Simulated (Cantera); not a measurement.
Charge: 1 mol H2S, 0.041 mol H2, held at 0.00133 bar.

Equilibrium computed with Cantera from the NASA thermochemical tables; the gas is ideal and each condensed phase is pure. Candidate condensed phases: S; 7 gas species. Gases not in the tables: S3 to S7. Equilibrium is a limit: real reactors are often held back by kinetics, nucleation or transport.

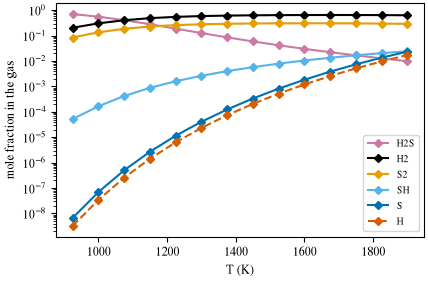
Fig. 1. Equilibrium gas composition (values under 1e-9 drawn at 1e-9)

From 925 K to 1900 K nothing is condensed.
